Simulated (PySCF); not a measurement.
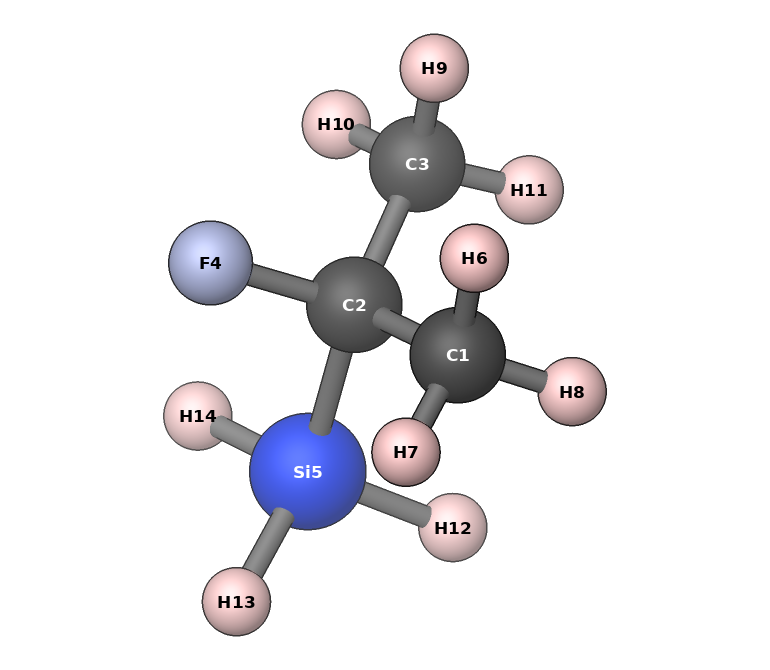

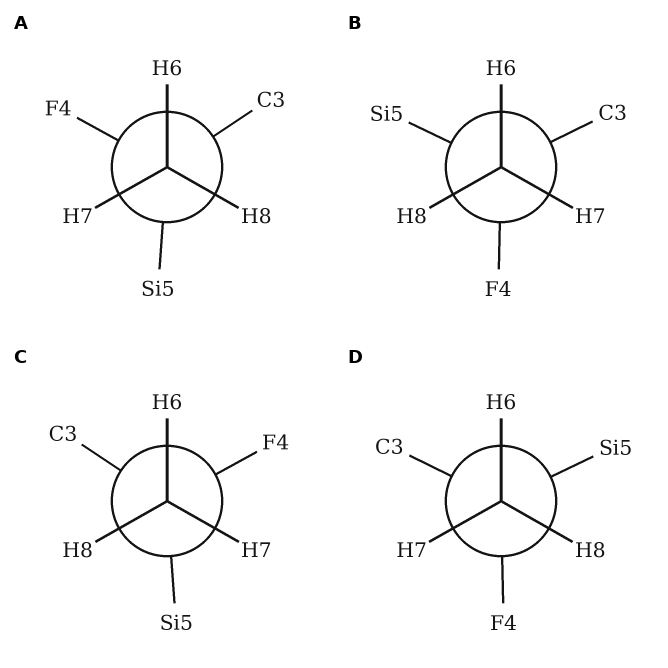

Atoms fade into the background with distance from the viewer. Bonds that would overlap in a projection are set slightly apart. The computed structure is the end point of a PBE0-D3(BJ)/def2-SVP optimisation. No frequency run is at hand to confirm it as a minimum.

Question: Which Newman projection shows the view along C1–C2, with C1 in front?

Answer: A. The torsion angle H6–C1–C2–Si5 is −176°, antiperiplanar (anti).
